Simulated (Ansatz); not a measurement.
# Molecular dynamics of CH3BOS (part 1 of 2)

The run: molecular dynamics of CH3BOS. Method and program: RKS revPBE-d4/def2-SVP (Ansatz 0.2.0).

The geometry comes from this level: PBE0-D4/def2-TZVP. Figures and captions count atoms from 1; the log counts them from 0 in places.

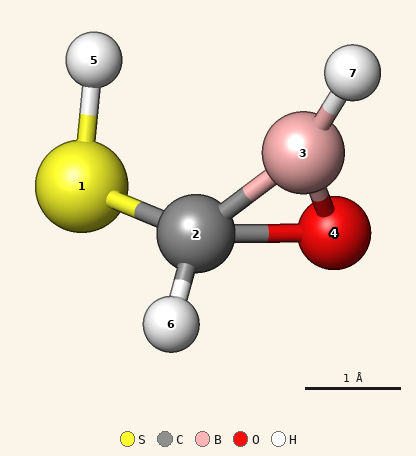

Fig. 1: The starting structure (ball-and-stick view, seen at a tilt; atoms are numbered from 1 in the order of the input).

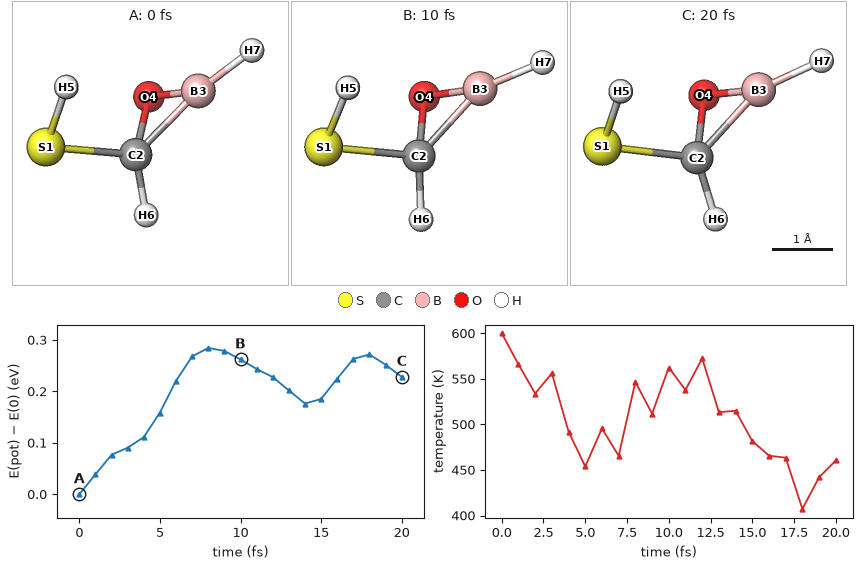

Fig. 2: Frames of the molecular dynamics (ball-and-stick, seen at a tilt) above the curves, on which the letters mark them. The trajectory kept here has 21 frames over 20 fs. The temperature starts at 600 K, ranges from 407 to 600 K and averages 493 K over the second half. The potential energy ends 0.228 eV above its first value. After an unweighted best fit of the last frame on the first, the root-mean-square displacement is 0.15 Å.

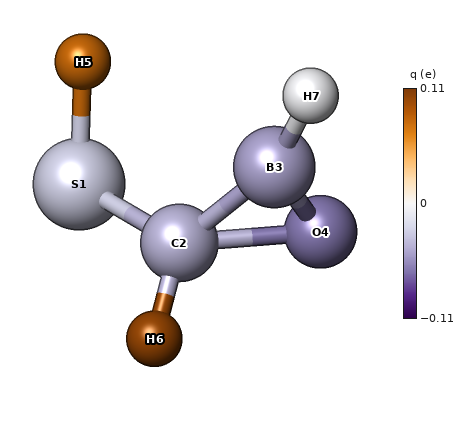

Fig. 3: Mulliken charges, as the colour of each atom (ball-and-stick view, seen at a tilt; atoms are numbered from 1 in the order of the input). By element: S −0.03, C −0.04, B −0.05, O −0.06 and H 0.00 to +0.10 e.

The input and output of the run follow.

Input file:
```yaml
crystal:
  periodic: [false, false, false]
  atoms:
    - {symbol: S, position_ang: [-1.483565, 0.693844, -0.788339]}
    - {symbol: C, position_ang: [-0.375801, 0.120995, 0.455053]}
    - {symbol: B, position_ang: [1.012377, -0.429994, 0.222951]}
    - {symbol: O, position_ang: [0.057147, -1.332506, 0.388104]}
    - {symbol: H, position_ang: [-0.582120, 0.915039, -1.758974]}
    - {symbol: H, position_ang: [-0.738974, 0.365532, 1.447954]}
    - {symbol: H, position_ang: [2.172335, -0.400910, -0.012450]}
basis:
  gaussian: {orbitals: def2-SVP}
hamiltonian: {xc: {name: revPBE}, dispersion: d4}
md: {timestep: 1 fs, n_steps: 20, ensemble: nvt_langevin, temperature: 700, initial_velocities: maxwell_boltzmann, friction: 0.01, seed: 878}
```

Run as:
```bash
ansatz run in.yaml --threads 2 --pin off --events-out ev --progress --plain --max-ram 4352MiB
```

The program's output:
```
Functional definition: revPBE
  name "revPBE"
  cite "Zhang & Yang, Phys. Rev. Lett. 80, 890 (1998) doi:10.1103/PhysRevLett.80.890"
  cite "Perdew, Burke & Ernzerhof, Phys. Rev. Lett. 77, 3865 (1996) doi:10.1103/PhysRevLett.77.3865"
  parameter kappa = 1.245
  parameter beta = 0.06672455060314922
  exchange = pbe_x(kappa = kappa, mu = beta*pi^2/3)
  correlation = pbe_c(beta = beta)
834 factors; their error is unknown
mean field evaluation 1: about -14629.5480 eV, gradient 4.7e1 eV
mean field evaluation 2: about -14608.3608 eV, gradient 1.1e2 eV
mean field evaluation 4: about -14634.4896 eV, gradient 9.7e0 eV
mean field evaluation 8: about -14634.6905 eV, gradient 1.8e-1 eV
mean field evaluation 16: about -14634.6494 eV, gradient 4.1e-5 eV
mean field -14634.64936716 eV, -537.8134445216 hartree, gradient 4.1e-5 eV, S^2 0.000000; 0 other end points of the search recorded, 0 dependent functions left out
the calculation of the forces begins
reference -14634.64940303 eV, -537.8134458398 hartree; 19, 19 occupied and 56, 56 virtual orbitals, 834 factors
md step     0: t =     0.00 fs  T =   600.0 K  F+E_penalty+E_count = -14635.07149649 eV  E_kin = 0.542892 eV  (26 SCF iters)
these checks for a lower state are left out or cut short: starts, cluster_reference, orbital_swaps, neighbouring_geometries, increment
834 factors; their error is unknown
mean field -14634.61012131 eV, -537.8120022631 hartree, gradient 8.8e-6 eV, S^2 0.000000; 0 other end points of the search recorded, 0 dependent functions left out
[... from here on the field's lines of each further geometry are left out, up to the last ...]
md step     1: t =     1.00 fs  T =   565.9 K  F+E_penalty+E_count = -14635.03273619 eV  E_kin = 0.512013 eV  (30 SCF iters, 5 dispersion substeps)
md step     2: t =     2.00 fs  T =   533.9 K  F+E_penalty+E_count = -14634.99465902 eV  E_kin = 0.483086 eV  (30 SCF iters, 5 dispersion substeps)
md step     3: t =     3.00 fs  T =   556.1 K  F+E_penalty+E_count = -14634.98096022 eV  E_kin = 0.503179 eV  (30 SCF iters, 5 dispersion substeps)
md step     4: t =     4.00 fs  T =   492.1 K  F+E_penalty+E_count = -14634.96039261 eV  E_kin = 0.445264 eV  (30 SCF iters, 5 dispersion substeps)
md step     5: t =     5.00 fs  T =   453.8 K  F+E_penalty+E_count = -14634.91253818 eV  E_kin = 0.410618 eV  (31 SCF iters, 5 dispersion substeps)
md step     6: t =     6.00 fs  T =   495.6 K  F+E_penalty+E_count = -14634.85079559 eV  E_kin = 0.448407 eV  (31 SCF iters, 5 dispersion substeps)
md step     7: t =     7.00 fs  T =   465.5 K  F+E_penalty+E_count = -14634.80347148 eV  E_kin = 0.421174 eV  (32 SCF iters, 5 dispersion substeps)
md step     8: t =     8.00 fs  T =   546.7 K  F+E_penalty+E_count = -14634.78697640 eV  E_kin = 0.494626 eV  (31 SCF iters, 5 dispersion substeps)
md step     9: t =     9.00 fs  T =   511.7 K  F+E_penalty+E_count = -14634.79289224 eV  E_kin = 0.463041 eV  (30 SCF iters, 5 dispersion substeps)
md step    10: t =    10.00 fs  T =   562.4 K  F+E_penalty+E_count = -14634.80935414 eV  E_kin = 0.508870 eV  (31 SCF iters, 5 dispersion substeps)
md step    11: t =    11.00 fs  T =   537.8 K  F+E_penalty+E_count = -14634.82794079 eV  E_kin = 0.486600 eV  (29 SCF iters, 5 dispersion substeps)
md step    12: t =    12.00 fs  T =   572.5 K  F+E_penalty+E_count = -14634.84372129 eV  E_kin = 0.517975 eV  (30 SCF iters, 5 dispersion substeps)
md step    13: t =    13.00 fs  T =   513.5 K  F+E_penalty+E_count = -14634.86966254 eV  E_kin = 0.464607 eV  (30 SCF iters, 5 dispersion substeps)
md step    14: t =    14.00 fs  T =   514.8 K  F+E_penalty+E_count = -14634.89512983 eV  E_kin = 0.465833 eV  (30 SCF iters, 5 dispersion substeps)
md step    15: t =    15.00 fs  T =   481.8 K  F+E_penalty+E_count = -14634.88624459 eV  E_kin = 0.435918 eV  (29 SCF iters, 5 dispersion substeps)
md step    16: t =    16.00 fs  T =   465.6 K  F+E_penalty+E_count = -14634.84666532 eV  E_kin = 0.421310 eV  (30 SCF iters, 5 dispersion substeps)
md step    17: t =    17.00 fs  T =   463.4 K  F+E_penalty+E_count = -14634.80835936 eV  E_kin = 0.419331 eV  (29 SCF iters, 5 dispersion substeps)
md step    18: t =    18.00 fs  T =   407.2 K  F+E_penalty+E_count = -14634.79962194 eV  E_kin = 0.368448 eV  (31 SCF iters, 5 dispersion substeps)
md step    19: t =    19.00 fs  T =   442.0 K  F+E_penalty+E_count = -14634.81955772 eV  E_kin = 0.399890 eV  (31 SCF iters, 5 dispersion substeps)
the calculation of the forces begins
reference -14634.42597794 eV, -537.8052351191 hartree; 19, 19 occupied and 56, 56 virtual orbitals, 834 factors
834 factors; their error is unknown
mean field evaluation 192: about -14634.4259 eV, gradient 1.7e-3 eV
mean field -14634.42594163 eV, -537.8052337846 hartree, gradient 2.2e-5 eV, S^2 0.000000; 1 other end points of the search recorded, 0 dependent functions left out
the calculation of the forces begins
reference -14634.42597794 eV, -537.8052351191 hartree; 19, 19 occupied and 56, 56 virtual orbitals, 834 factors
md step    20: t =    20.00 fs  T =   460.5 K  F+E_penalty+E_count = -14634.84320146 eV  E_kin = 0.416626 eV  (29 SCF iters, 5 dispersion substeps)
Total energy: -14634.84323777 eV, -537.8205691351 hartree
Atom 0 at    -1.570420     0.612644    -0.743153 Å, force     0.242646     0.610817    -0.208322 eV/Å
Atom 1 at    -0.232986     0.281091     0.385360 Å, force     0.503974    -0.298544     0.386456 eV/Å
Atom 2 at     1.055412    -0.568712     0.076263 Å, force     0.804135     2.011890    -0.268843 eV/Å
Atom 3 at     0.033393    -1.280215     0.410307 Å, force    -1.182776    -1.568154     1.057162 eV/Å
Atom 4 at    -0.862098     0.815635    -1.925437 Å, force    -0.138543    -0.104300     0.618672 eV/Å
Atom 5 at    -0.302597     0.672056     1.463267 Å, force    -0.451940    -0.388264    -1.286224 eV/Å
Atom 6 at     2.238838    -0.591262    -0.089993 Å, force     0.222505    -0.263446    -0.298901 eV/Å
Dipole moment:     0.247211     0.181654    -0.079169 e Å
```

Trajectory as extended XYZ (Å, eV, eV/Å), 21 frames, from step=0 to step=20:
```
7
Properties=species:S:1:pos:R:3:forces:R:3 step=0 time_fs=0.0 energy=-14635.07150 temperature=600.0
S    -1.4836    0.6938   -0.7883   -0.7686   0.1438  -0.0364
C    -0.3758    0.1210    0.4551   -0.0778   0.4565  -0.0851
B     1.0124   -0.4300    0.2230    0.4903   0.2711  -0.0488
O     0.0571   -1.3325    0.3881   -0.2828  -1.1370   0.0568
H    -0.5821    0.9150   -1.7590    0.3614   0.0835  -0.3864
H    -0.7390    0.3655    1.4480   -0.2362   0.1752   0.6062
H     2.1723   -0.4009   -0.0124    0.5136   0.0070  -0.1063
7
Properties=species:S:1:pos:R:3:forces:R:3 step=1 time_fs=1.0 energy=-14635.03274 temperature=565.9
S    -1.4875    0.6910   -0.7850   -0.9779   0.0699   0.2808
C    -0.3610    0.1266    0.4546   -0.0968   0.3177  -0.9432
B     1.0188   -0.4334    0.2107    0.5134   0.1376   0.0431
O     0.0492   -1.3296    0.3903    0.0536  -0.9454   0.0232
H    -0.5956    0.9104   -1.7399    0.6573   0.1737  -0.7950
H    -0.7430    0.3821    1.4126   -0.4067   0.3234   1.4853
H     2.1904   -0.3835   -0.0117    0.2572  -0.0770  -0.0942
7
Properties=species:S:1:pos:R:3:forces:R:3 step=2 time_fs=2.0 energy=-14634.99466 temperature=533.9
S    -1.4916    0.6884   -0.7822   -1.0330   0.0345   0.4210
C    -0.3465    0.1332    0.4537   -0.2882   0.2753  -1.2211
B     1.0259   -0.4361    0.1985    0.5716  -0.0076   0.1468
O     0.0415   -1.3274    0.3923    0.3995  -0.6920  -0.0137
H    -0.6033    0.9072   -1.7278    0.7975   0.2264  -1.0397
H    -0.7562    0.4054    1.3896   -0.3566   0.3226   1.7763
H     2.2133   -0.3689   -0.0116   -0.0907  -0.1593  -0.0696
7
Properties=species:S:1:pos:R:3:forces:R:3 step=3 time_fs=3.0 energy=-14634.98096 temperature=556.1
S    -1.4957    0.6853   -0.7800   -0.8389   0.0598   0.3098
C    -0.3318    0.1397    0.4522   -0.7848   0.4123  -0.7712
B     1.0342   -0.4379    0.1862    0.4827  -0.1955   0.2779
O     0.0337   -1.3261    0.3938    0.7807  -0.3722  -0.0604
H    -0.6024    0.9038   -1.7247    0.6928   0.2182  -1.0271
H    -0.7762    0.4346    1.3828    0.0181   0.1083   1.3301
H     2.2338   -0.3568   -0.0150   -0.3506  -0.2309  -0.0591
7
Properties=species:S:1:pos:R:3:forces:R:3 step=4 time_fs=4.0 energy=-14634.96039 temperature=492.1
S    -1.4999    0.6821   -0.7784   -0.4944   0.1187   0.0787
C    -0.3172    0.1465    0.4503   -1.4561   0.6402   0.0229
B     1.0424   -0.4402    0.1742    0.2725  -0.3840   0.4169
O     0.0259   -1.3261    0.3947    1.1449  -0.0341  -0.1098
H    -0.5968    0.8994   -1.7282    0.4449   0.1725  -0.8551
H    -0.7957    0.4657    1.3904    0.5664  -0.2234   0.5138
H     2.2481   -0.3472   -0.0197   -0.4782  -0.2898  -0.0673
7
Properties=species:S:1:pos:R:3:forces:R:3 step=5 time_fs=5.0 energy=-14634.91254 temperature=453.8
S    -1.5041    0.6791   -0.7773   -0.0793   0.1936  -0.2049
C    -0.3037    0.1543    0.4482   -2.0329   0.8265   0.7151
B     1.0498   -0.4441    0.1632   -0.0072  -0.5176   0.5612
O     0.0189   -1.3269    0.3959    1.4377   0.2681  -0.1504
H    -0.5901    0.8967   -1.7384    0.1218   0.1037  -0.5771
H    -0.8081    0.4971    1.4052    1.0559  -0.5372  -0.2477
H     2.2571   -0.3408   -0.0207   -0.4961  -0.3372  -0.0963
```
